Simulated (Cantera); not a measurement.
Input: 1 mol SiCl4, 8.5 mol NO, equilibrated at 1175 °C.

Method: chemical equilibrium by Gibbs-energy minimisation in Cantera with the NASA 1993 tables (ideal gas, pure condensed phases). Candidate condensed phases: Si, SiO2, Si2N2O, Si3N4; 23 gas species. The tables hold silica as quartz up to 1696 K and as liquid above; real silica turns to tridymite and cristobalite and melts near 1996 K. The numbers say what is thermodynamically allowed, not how fast it happens.

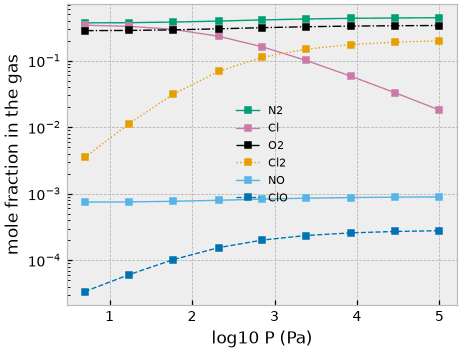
Figure: Equilibrium gas composition (values under 1e-9 drawn at 1e-9)

From 5.00e-5 bar to 1.00 bar the condensed part is SiO2(β-quartz).
